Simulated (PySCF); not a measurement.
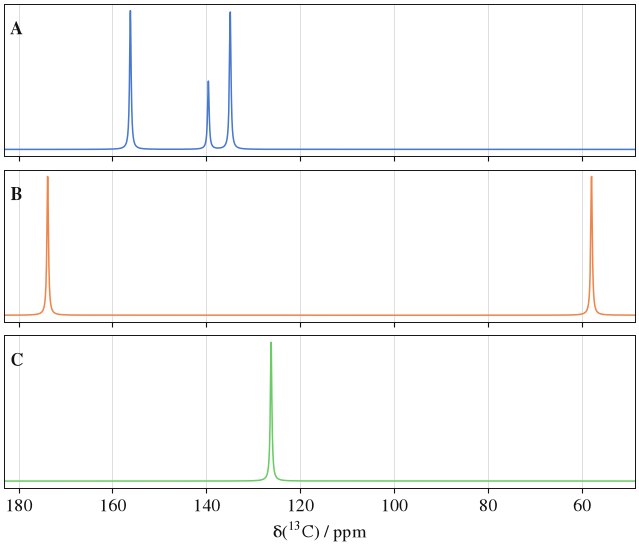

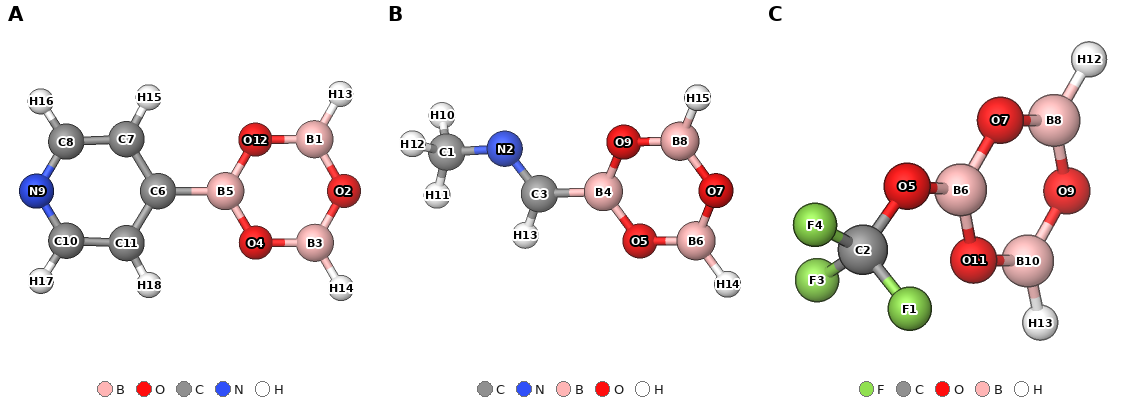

Related molecules: A is C₅H₆B₃NO₃, SMILES B1OBOB(c2ccncc2)O1; B is C₂H₆B₃NO₃, SMILES C/N=C/B1OBOBO1; C is CH₂B₃F₃O₄, SMILES FC(F)(F)OB1OBOBO1. GIAO ¹³C shifts against TMS, PBE0/pcSseg-1, PySCF 2.14.0, at a PBE0-D3(BJ)/def2-SVP geometry (no frequency check); fully decoupled, line heights follow the number of nuclei within a panel, widths are arbitrary (no quadrupolar broadening); values of one conformer, averaged over nuclei that symmetry, rotation about single bonds, ring flips or inversion at nitrogen exchange, these motions taken as fast; other conformers aren't averaged in.

Assign the ¹³C signals of each molecule.

A: 156.2 (C8, C10); 139.6 (C6); 134.9 (C7, C11)
B: 173.8 (C3); 57.9 (C1)
C: 126.2 (C2)
